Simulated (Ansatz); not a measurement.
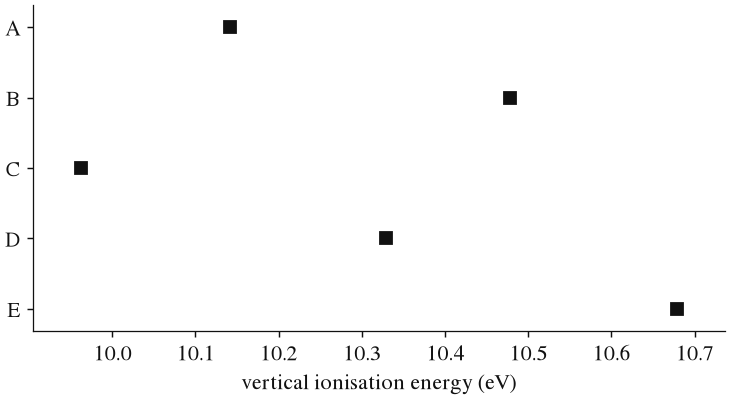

Vertical ionisation energy of CH₄AlCl, SMILES [CH3][AlH][Cl], singlet, taken as the energy of the cation less that of the neutral at fixed geometry (unrestricted doublet cation, cores frozen in correlated methods, no spin-orbit coupling), the Ansatz code 0.2.0, at a PBE0-D4/def2-TZVP geometry (with a soft imaginary mode, 36i cm⁻¹).

The letters stand for B2PLYP/def2-TZVPP, B3LYP-D4/def2-TZVPP, HF/def2-QZVPP, r2SCAN-D4/def2-TZVPP and ωB97X-V/def2-TZVPP. Which is which?

Answer. A: r2SCAN-D4/def2-TZVPP (10.14 eV); B: B2PLYP/def2-TZVPP (10.48 eV); C: HF/def2-QZVPP (9.96 eV); D: B3LYP-D4/def2-TZVPP (10.33 eV); E: ωB97X-V/def2-TZVPP (10.68 eV).
